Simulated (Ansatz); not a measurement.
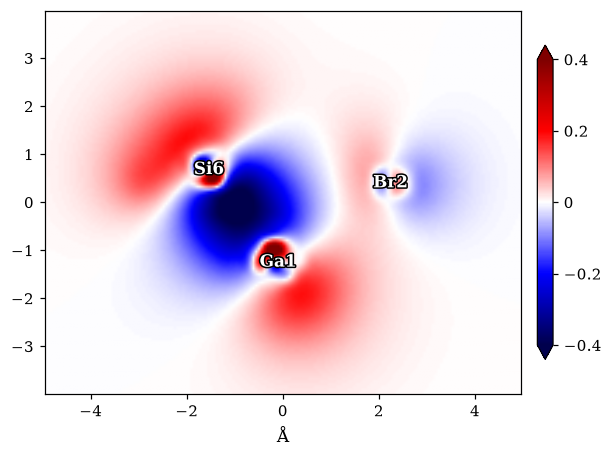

The picture shows: BrGaH$_{6}$Si. The HOMO on the plane of atoms Br2, Ga1 and Si6 (values in Å⁻³ᐟ²; the overall sign is arbitrary).

The product side of a reaction path; geometry: PBE0-D4/def2-TZVP; a saddle point, not a minimum.

Computed with RKS PBE0-D4/def2-TZVPP (Ansatz).

| atom | x (Å) | y (Å) | z (Å) |
| --- | --- | --- | --- |
| Ga | -0.2140 | -1.3351 | -0.0841 |
| Br | -2.5184 | 0.2670 | 0.4541 |
| H | -0.7064 | -1.8269 | -1.4950 |
| H | -0.4716 | -2.2449 | 1.1722 |
| H | -2.0029 | 1.4034 | -0.2348 |
| Si | 1.2413 | 0.5877 | 0.0407 |
| H | 0.6054 | 1.7425 | -0.6702 |
| H | 1.5066 | 1.0462 | 1.4336 |
| H | 2.5600 | 0.3602 | -0.6166 |

Q: Describe this orbital and give its energy.

A: By Hirshfeld shares it lies mainly on Si6 (about 40 %), Ga1 (about 30 %) and H3 (about 10 %). Its energy is −7.36 eV.
